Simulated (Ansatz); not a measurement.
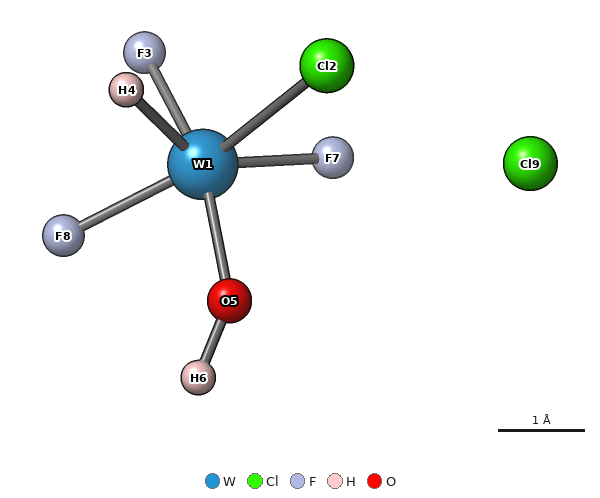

The input geometry (ball-and-stick view, seen at a tilt; atoms are numbered from 1 in the order of the input). Sticks mark near contacts. Bond lengths as drawn: Cl–W 2.38 Å, F–W 1.87 to 1.89 Å, H–O 0.98 Å, H–W 1.71 Å and O–W 1.86 Å.

# WH₂Cl₂OF₃: nudged elastic band

- system: WH₂Cl₂OF₃, multiplicity 2
- method: UKS PBE/def2-SVP (Ansatz 0.2.0)

One setting was made poor on purpose. It belongs to a series of runs on one base structure; here: band between the two ends. Figures and captions count atoms from 1; the log counts them from 0 in places.

Input file:
```yaml
crystal:
  periodic: [false, false, false]
  atoms:
    - { symbol: W, position_ang: [0.019762, -0.067967, 0.24301] }
    - { symbol: Cl, position_ang: [0.523991, 0.931589, 2.337852] }
    - { symbol: F, position_ang: [1.662066, -0.230196, -0.636678] }
    - { symbol: H, position_ang: [0.341468, 1.601892, 0.054791] }
    - { symbol: O, position_ang: [-1.793823, -0.054211, 0.640667] }
    - { symbol: H, position_ang: [-2.663581, -0.146162, 0.2077] }
    - { symbol: F, position_ang: [0.563688, -1.614676, 1.166761] }
    - { symbol: F, position_ang: [-0.60396, -0.017096, -1.536075] }
    - { symbol: Cl, position_ang: [-0.416711, -0.659473, 4.235672] }
magnetization:
  spin_polarized: true
  initial_magnetization: 1
basis:
  gaussian: { orbitals: def2-SVP }
hamiltonian:
  xc: pbe
neb:
  order_check: false
  images: 9
  f_tol: 0.05
  max_iterations: 52
  initial_path: linear
  final_atoms:
    - { symbol: W, position_ang: [0.03735975, -0.25596745, -0.02764225] }
    - { symbol: Cl, position_ang: [0.80106283, -0.03286934, 2.40263481] }
    - { symbol: F, position_ang: [1.70346434, 0.40969609, -0.59826118] }
    - { symbol: H, position_ang: [-0.01717735, 1.33989736, 0.54188378] }
    - { symbol: O, position_ang: [-1.60729047, -0.3433358, 0.72884783] }
    - { symbol: H, position_ang: [-1.89364699, 0.00014697, 1.69875012] }
    - { symbol: F, position_ang: [0.80653834, -1.91733363, 0.38841508] }
    - { symbol: F, position_ang: [-0.60661953, -0.11057549, -1.76361065] }
    - { symbol: Cl, position_ang: [-1.59079092, 0.65404128, 3.34268246] }
```

Hardware: 4 threads of Arm Neoverse V2, 24 GiB of memory available, shared host.

Launched with:
```bash
ansatz run input.yaml --threads 4 --pin off --max-ram 5120MiB --backend cpu --events-out ev --progress --plain --runs-dir out
```

What the program printed:
```
Engine: ansatz 0.2.0, aarch64-unknown-linux-gnu
Functional definition: PBE
  parameter kappa = 0.804
  parameter beta = 0.06672455060314922
  exchange = pbe_x(kappa = kappa, mu = beta*pi^2/3)
  correlation = pbe_c(beta = beta)
1400 factors; their error is unknown
mean field evaluation 1: about -37057.6845 eV, gradient 5.9e1 eV
mean field evaluation 2: about -36730.1657 eV, gradient 2.3e2 eV
mean field evaluation 4: about -37063.9640 eV, gradient 4.0e1 eV
mean field evaluation 8: about -37070.7618 eV, gradient 2.0e0 eV
mean field evaluation 16: about -37070.7055 eV, gradient 6.0e-3 eV
mean field evaluation 32: about -37063.6512 eV, gradient 2.3e1 eV
mean field evaluation 64: about -37062.3022 eV, gradient 1.7e1 eV
mean field evaluation 96: about -37070.5442 eV, gradient 3.3e0 eV
mean field -37070.70554223 eV, -1362.3233012504 hartree, gradient 3.9e-5 eV, S^2 0.751891; 6 other end points of the search recorded, 0 dependent functions left out
the calculation of the forces begins
reference -37070.70561156 eV, -1362.3233037979 hartree; 43, 42 occupied and 91, 92 virtual orbitals, 1400 factors
1400 factors; their error is unknown
mean field evaluation 128: about -37070.6328 eV, gradient 2.1e0 eV
mean field -37071.14938869 eV, -1362.3396123066 hartree, gradient 1.8e-5 eV, S^2 0.751406; 2 other end points of the search recorded, 0 dependent functions left out
[... from here on the field's lines of each further geometry are left out, up to the last ...]
NEB iter   1: max|band force component| = 5.305e1 eV/Å  barrier→ = 6.6163 eV  barrier← = 7.0601 eV  Δτ_max = 0.1994 Å  (1614 SCF iters)
NEB iter   2: max|band force component| = 6.609e0 eV/Å  barrier→ = 0.6832 eV  barrier← = 1.1270 eV  Δτ_max = 0.2000 Å  (404 SCF iters)
NEB iter   3: max|band force component| = 2.249e0 eV/Å  barrier→ = 0.2015 eV  barrier← = 0.6454 eV  Δτ_max = 0.2000 Å  (399 SCF iters)
NEB iter   4: max|band force component| = 1.225e0 eV/Å  barrier→ = 0.0489 eV  barrier← = 0.4928 eV  Δτ_max = 0.2000 Å  (388 SCF iters)
NEB iter   5: max|band force component| = 1.113e0 eV/Å  barrier→ = 0.0146 eV  barrier← = 0.4584 eV  Δτ_max = 0.1301 Å  (381 SCF iters)
NEB iter   6: max|band force component| = 9.873e-1 eV/Å  barrier→ = 0.0110 eV  barrier← = 0.4549 eV  Δτ_max = 0.0760 Å  (363 SCF iters)
NEB iter   7: max|band force component| = 5.421e-1 eV/Å  barrier→ = 0.0093 eV  barrier← = 0.4532 eV  Δτ_max = 0.2000 Å  (354 SCF iters)
NEB iter   8: max|band force component| = 8.946e-1 eV/Å  barrier→ = 0.0088 eV  barrier← = 0.4527 eV  Δτ_max = 0.0661 Å  (377 SCF iters)
NEB iter   9: max|band force component| = 1.352e-1 eV/Å  barrier→ = 0.0072 eV  barrier← = 0.4510 eV  CI = image 2  Δτ_max = 0.0969 Å  (359 SCF iters)
NEB iter  10: max|band force component| = 1.299e-1 eV/Å  barrier→ = 0.0054 eV  barrier← = 0.4493 eV  CI = image 2  Δτ_max = 0.0916 Å  (354 SCF iters)
NEB iter  11: max|band force component| = 1.474e-1 eV/Å  barrier→ = 0.0056 eV  barrier← = 0.4495 eV  CI = image 2  Δτ_max = 0.0465 Å  (360 SCF iters)
NEB iter  12: max|band force component| = 1.338e-1 eV/Å  barrier→ = 0.0046 eV  barrier← = 0.4485 eV  CI = image 2  Δτ_max = 0.0456 Å  (358 SCF iters)
NEB iter  13: max|band force component| = 1.217e-1 eV/Å  barrier→ = 0.0043 eV  barrier← = 0.4481 eV  CI = image 2  Δτ_max = 0.0289 Å  (360 SCF iters)
the calculation of the forces begins
reference -37071.14105003 eV, -1362.3393058667 hartree; 43, 42 occupied and 91, 92 virtual orbitals, 1400 factors
1400 factors; their error is unknown
mean field evaluation 2016: about -37062.0597 eV, gradient 2.5e1 eV
mean field evaluation 2048: about -37064.7100 eV, gradient 1.2e1 eV
mean field evaluation 2080: about -37070.5742 eV, gradient 3.1e0 eV
mean field -37070.70134105 eV, -1362.3231468599 hartree, gradient 1.8e-5 eV, S^2 0.751676; 7 other end points of the search recorded, 0 dependent functions left out
the calculation of the forces begins
reference -37070.70141027 eV, -1362.3231494035 hartree; 43, 42 occupied and 91, 92 virtual orbitals, 1400 factors
NEB iter  14: max|band force component| = 2.768e-2 eV/Å  barrier→ = 0.0042 eV  barrier← = 0.4480 eV  CI = image 2  Δτ_max = 0.0000 Å  (1695 SCF iters)
```

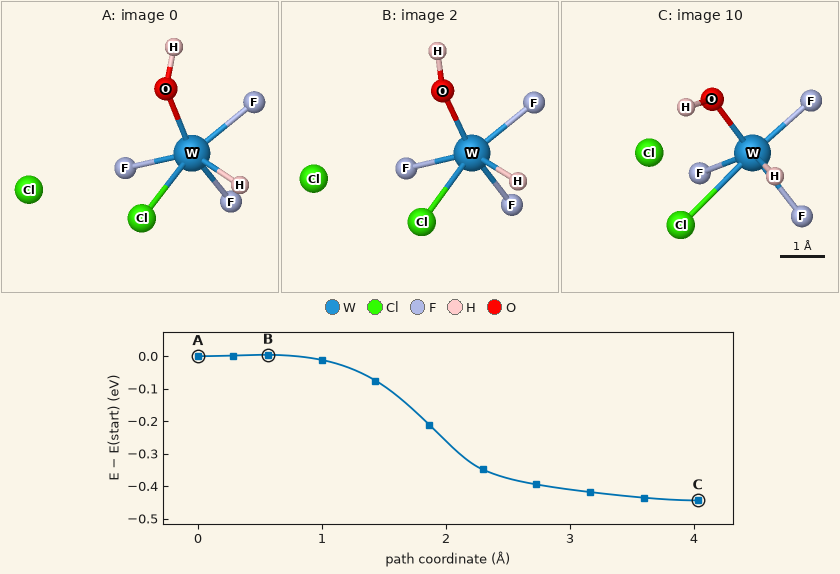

Images of the last band (counted from 0; ball-and-stick, seen at a tilt) above the energy along the path; the line is a cubic interpolation that uses the forces. The highest image is number 2, 0.004 eV above the start and 0.448 eV above the end (the climbing image); the end lies 0.444 eV below the start. The path is 4.03 Å long. The band converged in 14 iterations.

```
Total energy: -37070.70141027 eV, -1362.3231494035 hartree
Atom 0 at     0.036149    -0.100649     0.187592 Å, force     0.001743    -0.005106     0.000104 eV/Å
Atom 1 at     0.690286     0.911151     2.253120 Å, force     0.004623     0.002843    -0.005581 eV/Å
Atom 2 at     1.696360    -0.194430    -0.663712 Å, force    -0.001487     0.003870     0.000867 eV/Å
Atom 3 at     0.260059     1.585451     0.005050 Å, force     0.001062     0.000215    -0.000368 eV/Å
Atom 4 at    -1.734498    -0.083367     0.687730 Å, force    -0.007313     0.002793    -0.006781 eV/Å
Atom 5 at    -2.704100    -0.140097     0.628700 Å, force     0.007560    -0.003201     0.003920 eV/Å
Atom 6 at     0.599766    -1.640578     1.114984 Å, force    -0.001600    -0.002565     0.002807 eV/Å
Atom 7 at    -0.596463    -0.095088    -1.581301 Å, force    -0.001121     0.003036     0.000932 eV/Å
Atom 8 at    -0.614658    -0.498695     4.081537 Å, force    -0.003467    -0.001886     0.004101 eV/Å
Dipole moment:    -0.689117     0.093445    -0.518120 e Å
this run last wrote the band of iteration 14 to [file]
```

The last band as extended XYZ (Å, eV, eV/Å):
```
9
Properties=species:S:1:pos:R:3:forces:R:3 image=0 energy=-37070.70554
W     0.0198   -0.0680    0.2430    0.0240  -0.0212  -0.0087
Cl    0.5240    0.9316    2.3379   -0.0042   0.0001  -0.0257
F     1.6621   -0.2302   -0.6367   -0.0159  -0.0023   0.0107
H     0.3415    1.6019    0.0548   -0.0041   0.0015   0.0182
O    -1.7938   -0.0542    0.6407   -0.0053  -0.0006   0.0140
H    -2.6636   -0.1462    0.2077    0.0110  -0.0044  -0.0044
F     0.5637   -1.6147    1.1668   -0.0114   0.0118  -0.0088
F    -0.6040   -0.0171   -1.5361    0.0047   0.0097   0.0045
Cl   -0.4167   -0.6595    4.2357    0.0012   0.0054   0.0002
9
Properties=species:S:1:pos:R:3:forces:R:3 image=1 energy=-37070.70359
W     0.0338   -0.0821    0.2204    0.0031  -0.0009   0.0008
Cl    0.6225    0.9219    2.2971   -0.0019   0.0007   0.0016
F     1.6732   -0.2238   -0.6652   -0.0022  -0.0013  -0.0009
H     0.3134    1.5953    0.0353    0.0021  -0.0006  -0.0005
O    -1.7577   -0.0751    0.6792   -0.0027   0.0012   0.0042
H    -2.6843   -0.1719    0.3935    0.0008  -0.0024  -0.0105
F     0.5910   -1.6274    1.1408   -0.0011   0.0009   0.0016
F    -0.6107   -0.0354   -1.5482   -0.0028   0.0026   0.0011
Cl   -0.5484   -0.5578    4.1607    0.0047  -0.0002   0.0025
9
Properties=species:S:1:pos:R:3:forces:R:3 image=2 energy=-37070.70134
W     0.0361   -0.1006    0.1876    0.0017  -0.0051   0.0001
Cl    0.6903    0.9112    2.2531    0.0046   0.0028  -0.0056
F     1.6964   -0.1944   -0.6637   -0.0015   0.0039   0.0009
H     0.2601    1.5855    0.0050    0.0011   0.0002  -0.0004
O    -1.7345   -0.0834    0.6877   -0.0073   0.0028  -0.0068
H    -2.7041   -0.1401    0.6287    0.0076  -0.0032   0.0039
F     0.5998   -1.6406    1.1150   -0.0016  -0.0026   0.0028
F    -0.5965   -0.0951   -1.5813   -0.0011   0.0030   0.0009
Cl   -0.6147   -0.4987    4.0815   -0.0035  -0.0019   0.0041
9
Properties=species:S:1:pos:R:3:forces:R:3 image=3 energy=-37070.71709
W     0.0308   -0.1245    0.1254    0.0008   0.0059  -0.0089
Cl    0.7115    0.8958    2.1981    0.0159   0.0013  -0.0309
F     1.7295   -0.1536   -0.6537    0.0073   0.0071   0.0151
H     0.1994    1.5693   -0.0358   -0.0093   0.0014  -0.0086
O    -1.7220   -0.1038    0.6630    0.0234   0.0147  -0.0043
H    -2.6311   -0.0954    1.0067   -0.0014  -0.0096   0.0670
F     0.5929   -1.6543    1.0706    0.0012  -0.0115  -0.0018
F    -0.5710   -0.1546   -1.6460    0.0081  -0.0021  -0.0179
Cl   -0.7071   -0.4351    3.9856   -0.0460  -0.0072  -0.0097
9
Properties=species:S:1:pos:R:3:forces:R:3 image=4 energy=-37070.78041
W     0.0203   -0.1344    0.0763    0.0033   0.0115  -0.0290
Cl    0.7099    0.9054    2.1510   -0.0010  -0.0049  -0.0202
F     1.7366   -0.1444   -0.6728    0.0115   0.0064   0.0128
H     0.1670    1.5609   -0.0826   -0.0065  -0.0015  -0.0130
O    -1.7210   -0.1153    0.6676    0.0286  -0.0042  -0.0235
H    -2.4286   -0.1156    1.3409    0.0818  -0.0089   0.1723
F     0.5888   -1.6466    1.0459   -0.0080  -0.0050  -0.0115
F    -0.6000   -0.1944   -1.6810   -0.0003  -0.0004  -0.0228
Cl   -0.8401   -0.3718    3.8685   -0.1094   0.0070  -0.0652
9
Properties=species:S:1:pos:R:3:forces:R:3 image=5 energy=-37070.91579
W     0.0026   -0.1413    0.0381   -0.0202   0.0111  -0.0283
Cl    0.7138    0.9065    2.1255   -0.0092  -0.0105  -0.0068
F     1.7255   -0.1353   -0.7086    0.0116   0.0103   0.0013
H     0.1367    1.5555   -0.1071   -0.0060  -0.0006  -0.0081
O    -1.7158   -0.1229    0.7091    0.0299  -0.0072  -0.0040
H    -2.1570   -0.1408    1.5985    0.2144  -0.0166   0.2114
F     0.5845   -1.6384    1.0211   -0.0103  -0.0082  -0.0142
F    -0.6643   -0.2202   -1.6955   -0.0260  -0.0024  -0.0211
Cl   -0.9931   -0.3193    3.7324   -0.1841   0.0242  -0.1302
9
Properties=species:S:1:pos:R:3:forces:R:3 image=6 energy=-37071.05420
W    -0.0246   -0.1663   -0.0075   -0.0143   0.0073  -0.0103
Cl    0.7559    0.8588    2.1278    0.0091  -0.0306   0.0035
F     1.7072   -0.0874   -0.7436    0.0028   0.0280  -0.0016
H     0.0857    1.5343   -0.0988   -0.0128   0.0000   0.0074
O    -1.6756   -0.1255    0.7838    0.0209  -0.0199   0.0067
H    -1.8963   -0.1315    1.7927    0.1142   0.0076   0.0911
F     0.5899   -1.6616    0.9560    0.0013  -0.0189  -0.0206
F    -0.7406   -0.2737   -1.7158   -0.0160  -0.0121  -0.0149
Cl   -1.1687   -0.2033    3.6190   -0.1052   0.0386  -0.0614
9
Properties=species:S:1:pos:R:3:forces:R:3 image=7 energy=-37071.10017
W    -0.0435   -0.2157   -0.0450    0.0013  -0.0022   0.0048
Cl    0.8423    0.7200    2.1506    0.0108  -0.0252   0.0066
F     1.6760    0.0431   -0.7734    0.0031   0.0202  -0.0015
H    -0.0026    1.4867   -0.0255   -0.0124  -0.0059   0.0139
O    -1.6304   -0.1734    0.8348   -0.0024  -0.0091   0.0079
H    -1.7992   -0.0755    1.8825    0.0168   0.0067   0.0076
F     0.6514   -1.7319    0.8237    0.0117  -0.0122  -0.0239
F    -0.7864   -0.3485   -1.7384   -0.0039  -0.0075  -0.0064
Cl   -1.2746    0.0387    3.6045   -0.0249   0.0353  -0.0090
9
Properties=species:S:1:pos:R:3:forces:R:3 image=8 energy=-37071.12368
W    -0.0480   -0.2600   -0.0548    0.0067  -0.0049   0.0014
Cl    0.9122    0.5653    2.1755    0.0071  -0.0179   0.0058
F     1.6285    0.1513   -0.8135   -0.0039   0.0116  -0.0009
H    -0.0692    1.4349    0.0768   -0.0061  -0.0052   0.0118
O    -1.6002   -0.2598    0.8746   -0.0051  -0.0075   0.0091
H    -1.7755   -0.0390    1.9126    0.0025   0.0007  -0.0090
F     0.7382   -1.7945    0.6935    0.0093  -0.0037  -0.0166
F    -0.8270   -0.3832   -1.7329   -0.0014  -0.0013  -0.0002
Cl   -1.3260    0.3286    3.5819   -0.0092   0.0282  -0.0013
9
Properties=species:S:1:pos:R:3:forces:R:3 image=9 energy=-37071.14098
W    -0.0417   -0.3043   -0.0438   -0.0009  -0.0013   0.0000
Cl    0.9524    0.4098    2.2096    0.0027  -0.0136   0.0032
F     1.5775    0.2357   -0.8428   -0.0029   0.0086  -0.0007
H    -0.1096    1.3753    0.1960   -0.0033  -0.0031   0.0106
O    -1.5819   -0.3458    0.9046    0.0014  -0.0063   0.0031
H    -1.7751   -0.0015    1.9029   -0.0004   0.0005  -0.0017
F     0.8196   -1.8469    0.5944    0.0084  -0.0053  -0.0084
F    -0.8523   -0.4187   -1.7087   -0.0011   0.0003   0.0019
Cl   -1.3560    0.6401    3.5015   -0.0040   0.0202  -0.0079
9
Properties=species:S:1:pos:R:3:forces:R:3 image=10 energy=-37071.14939
W    -0.0305   -0.3482   -0.0183   -0.0068   0.0006   0.0180
Cl    0.9665    0.2601    2.2565   -0.0056   0.0048  -0.0095
F     1.5176    0.3156   -0.8594    0.0008  -0.0016   0.0006
H    -0.1334    1.3076    0.3306    0.0026   0.0016   0.0055
O    -1.5772   -0.4127    0.9243    0.0068   0.0058   0.0019
H    -1.7831    0.0505    1.8643    0.0001  -0.0043  -0.0058
F     0.8890   -1.8902    0.5307    0.0025  -0.0049  -0.0041
F    -0.8611   -0.4867   -1.6738   -0.0015  -0.0003  -0.0023
Cl   -1.3548    0.9478    3.3587    0.0011  -0.0016  -0.0042
```

Key numbers:

- outcome: converged
- barrier, forward: 0.004 eV
- barrier, backward: 0.448 eV
- wall time: 8 min (CPU time 31 min)
- peak memory: 0.32 GiB

Notes:

A deliberately poor setting: straight start. The order of the saddle point was not checked.
